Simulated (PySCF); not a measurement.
CH7AlO5Si, SMILES C[Si](O)(O)[O][Al]([OH])[OH] at its GFN2-xTB optimised geometry (Å):

```
15

Si    -0.2404    -1.5182     0.0000
C      1.6505    -1.5182     0.0000
O     -0.7234    -2.2968     1.3359
O     -0.9259    -2.2970    -1.2617
O     -0.7733     0.0245     0.0000
Al    -1.2661     1.5856    -0.3118
O     -0.9568     2.1612    -1.8344
O     -2.0463     2.5143     0.8207
H      2.0381    -1.1930     0.9588
H      2.0352    -2.5143    -0.1904
H      2.0463    -0.8511    -0.7593
H     -1.6050    -2.6595     1.3746
H     -0.8932    -1.8849    -2.1205
H     -1.0862     2.9699    -2.3109
H     -2.3210     2.4171     1.7222
```

Level of theory: CAM-B3LYP/def2-TZVP run with PySCF. Cells within 0.4 Å of a nucleus heavier than hydrogen are left out (blank, or x).

Map of the log10 of the electron density (e/bohr³), floored at −4 on the plane z = 0.0 Å:

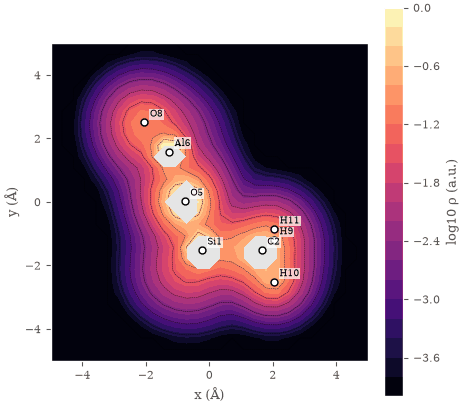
Figure. Log10 of the electron density (e/bohr³), floored at −4 on the plane z = 0.0 Å.
